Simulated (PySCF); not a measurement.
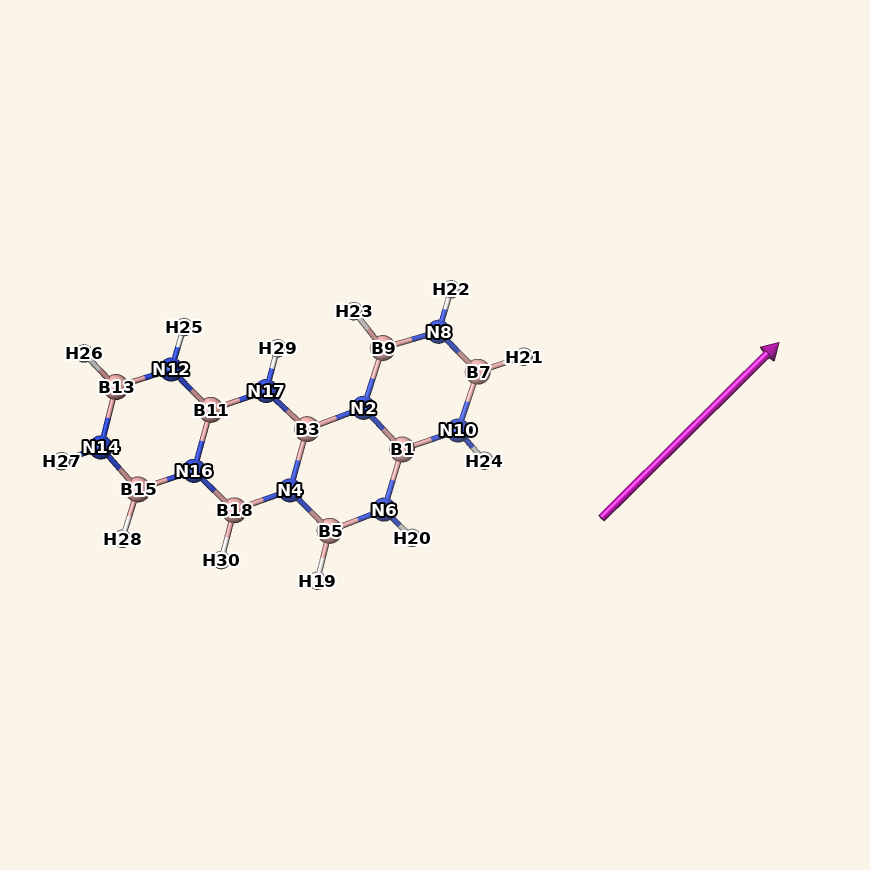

The arrow beside the molecule shows the direction of the dipole moment, from the negative to the positive end (its length means nothing). Computed geometry: GFN2-xTB optimisation. No frequency run is at hand to confirm it as a minimum. Properties computed with KT3/pcSseg-1, gas phase (PySCF 2.14.0).

How large is the dipole moment?

Answer. 2.48 D; it points from the side of H27, H28 to the side of H21 (the outermost atoms at the two ends).

The geometry is semi-empirical. Around B such bond lengths and angles can be off by a tenth of an ångström or more and by several degrees, and values that hang on the shape move with them.
